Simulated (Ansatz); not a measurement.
Start from SnO$_{2}$ in the rutile structure (space group P4_2/mnm, No. 136; a = 4.769 Å, c = 3.212 Å). Axes: x, y, z lie along a, b, c of the conventional cell.

The change: biaxial strain +2.40 %, plane normal [001], relaxed out of plane (Cartesian); in-plane vectors clamped, the third vector and the atoms free.

All numbers come from Ansatz (a program for electronic structure), PBEsol, PAW, cutoff 420 eV, no SOC.

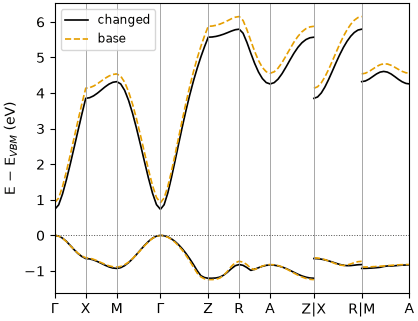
Fig. 1. Highest valence and lowest conduction band along the path, each from its own valence-band maximum

The gap is 0.73 eV, direct at Γ; the base has 0.92 eV.

No phonon test of stability was made.
